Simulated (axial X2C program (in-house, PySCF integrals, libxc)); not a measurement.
# AsOH: bond lengths and stretches, held linear

How do method and spin–orbit coupling move the bonds and stretches of AsOH, held linear?

Computed with an in-house X2C program for linear molecules on PySCF integrals. Level: all-electron X2C, two-component (2c) or spin-free, As dyall-v3z, O dyall-av3z, H dyall-v3z.

All values are calculated.

2 further runs of the same task are left out: 2 set aside as unsound or not needed.

## 1. The job

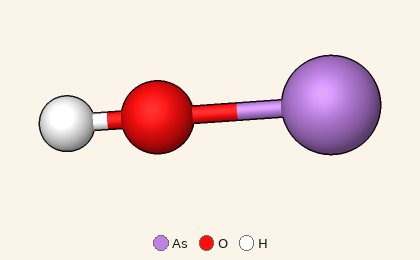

The atoms on one line, bonds 1.840 and 0.960 Å (arsenic purple, oxygen red, hydrogen white).

Contents of task.json:

```json
{
 "zs": [
  33,
  8,
  1
 ],
 "q": 0,
 "bas": [
  "dyall-v3z",
  "dyall-av3z",
  "dyall-v3z"
 ],
 "r0": [
  1.84,
  0.96
 ],
 "symm": 0,
 "scan": [
  "PBE0",
  "HF",
  "BHandHLYP"
 ],
 "levels": [
  "PBE0",
  "HF",
  "TPSSh"
 ],
 "nst": 2
}
```

Keys: zs atomic numbers; q charge; bas basis sets; r0 starting distance in Å; symm equal bonds; scan levels of the two-bond scan (MP2 follows by itself at each HF point); levels methods; nst determinants followed.

Launch:

```
python solin.py task.json out
```

Masses As 74.922, O 15.995, H 1.008 u.

## 2. Scan at PBE0, 2c

State: Ω = 1 (beyond evenly filled blocks: ω = -1/2, ω = 3/2). Energies above the lowest point, from the job's result record:

```csv
r(As–O) (Å),r(O–H) (Å),E (meV)
1.6897,0.9262,46.43
1.6897,0.9500,31.72
1.6897,0.9737,48.90
1.7330,0.9262,15.39
1.7330,0.9500,0.00
1.7330,0.9737,16.52
1.7330,0.9975,60.21
1.7763,0.9262,40.25
1.7763,0.9500,24.15
1.7763,0.9737,39.98
1.8197,0.9500,92.74
1.8197,0.9975,150.17
```

A quadratic surface with cubic terms in each bond gives the minimum at 1.734 and 0.949 Å, force constants 4.74, 9.12 and coupling -0.11 mdyn/Å.

## 3. Scan at HF, 2c

State: Ω = 1 (beyond evenly filled blocks: ω = -1/2, ω = 3/2). Energies above the lowest point, from the job's result record:

```csv
r(As–O) (Å),r(O–H) (Å),E (meV)
1.6897,0.9262,12.69
1.6897,0.9500,21.85
1.6897,0.9737,63.04
1.7330,0.9262,0.00
1.7330,0.9500,8.43
1.7330,0.9737,48.92
1.7330,0.9975,116.89
1.7763,0.9262,42.60
1.7763,0.9500,50.31
1.7763,0.9737,90.07
1.8197,0.9500,135.82
1.8197,0.9975,241.37
```

A quadratic surface with cubic terms in each bond gives the minimum at 1.720 and 0.932 Å, force constants 5.02, 10.2 and coupling -0.11 mdyn/Å.

## 4. Scan at BHandHLYP, 2c

State: Ω = 1 (beyond evenly filled blocks: ω = -1/2, ω = 3/2). Energies above the lowest point, from the job's result record:

```csv
r(As–O) (Å),r(O–H) (Å),E (meV)
1.6897,0.9262,29.18
1.6897,0.9500,24.89
1.6897,0.9737,52.27
1.7330,0.9262,4.98
1.7330,0.9500,0.00
1.7330,0.9737,26.71
1.7330,0.9975,80.49
1.7763,0.9262,36.44
1.7763,0.9500,30.76
1.7763,0.9737,56.79
1.8197,0.9500,105.68
1.8197,0.9975,183.40
```

A quadratic surface with cubic terms in each bond gives the minimum at 1.729 and 0.941 Å, force constants 4.85, 9.51 and coupling -0.11 mdyn/Å.

## 5. Comparison

| level | r(As–O) (Å) | r(O–H) (Å) | lower stretch (cm⁻¹) | upper stretch (cm⁻¹) |
| --- | --- | --- | --- | --- |
| PBE0, 2c | 1.734 | 0.949 | 760.7 | 4047.7 |
| HF, 2c | 1.720 | 0.932 | 783.0 | 4274.3 |
| BHandHLYP, 2c | 1.729 | 0.941 | 769.1 | 4132.5 |
| MP2, 2c | 1.746 | 0.952 | 750.1 | 4020.8 |
| PBE0, spin-free | 1.734 | 0.949 | 761.4 | 4048.1 |
| HF, spin-free | 1.720 | 0.932 | 783.5 | 4274.6 |
| BHandHLYP, spin-free | 1.729 | 0.941 | 769.8 | 4132.9 |
| MP2, spin-free | 1.746 | 0.952 | 750.6 | 4021.6 |

Scans not shown above were run alike.

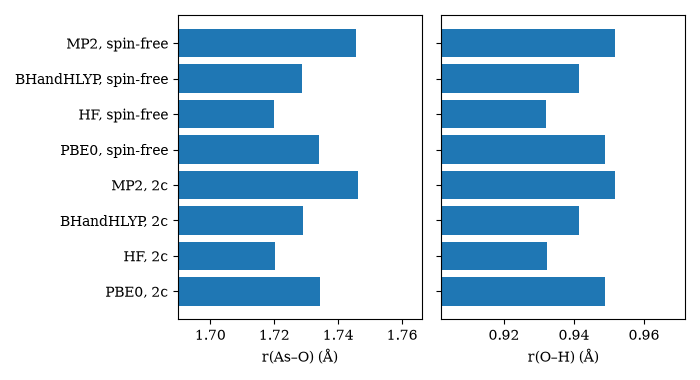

The two bond lengths by level.

**Reading.** Over the levels the As–O bond spans 1.720 to 1.746 Å and the O–H bond 0.932 to 0.952 Å. At PBE0 spin–orbit coupling leaves both bonds unchanged to 0.001 Å. Each state is one determinant, the lowest of a limited PBE0 search; the stretches come from a fit to few points and are good to some per cent at best. MP2 freezes inner shells (threshold -2 hartree). The molecule was held linear; bending was not examined, so a bent shape may lie lower. Open-shell Ω = 0 determinants with evenly filled partner blocks cannot be reached by this program, so the Ω shown need not be the lowest component. Note: several unpaired electrons, one determinant need not be a pure state.
